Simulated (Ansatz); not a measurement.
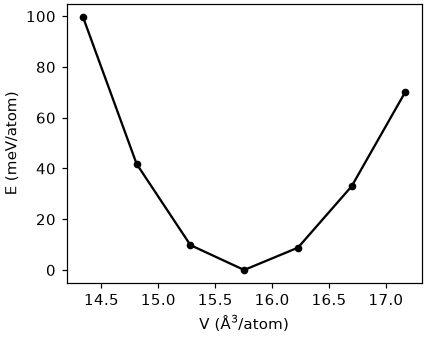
GeOs in space group P-6m2 (No. 187; Os on 1a, Ge on 1f) under volume change, DFT-r²SCAN in the program Ansatz with PAW potentials, shape and atoms relaxed at each volume.

**Question.** What does a third-order Birch–Murnaghan fit give for V₀, B₀ and B′?

**Answer.** V₀ = 15.76 Å³/atom, B₀ = 209 GPa, B′ = 4.8.

A made-up cell: these elements were put on the sites of a structure type; neither database checked (COD, Materials Project) lists it. Whether it is the stable phase at ambient conditions was not checked. The cell was relaxed with r²SCAN under the symmetry of its start; its stability against distortions is not shown here. The run is not spin-polarised. Scalar-relativistic: spin–orbit coupling is off unless named, which matters more the heavier the elements.

Potentials: the earlier of the program's two PAW sets.
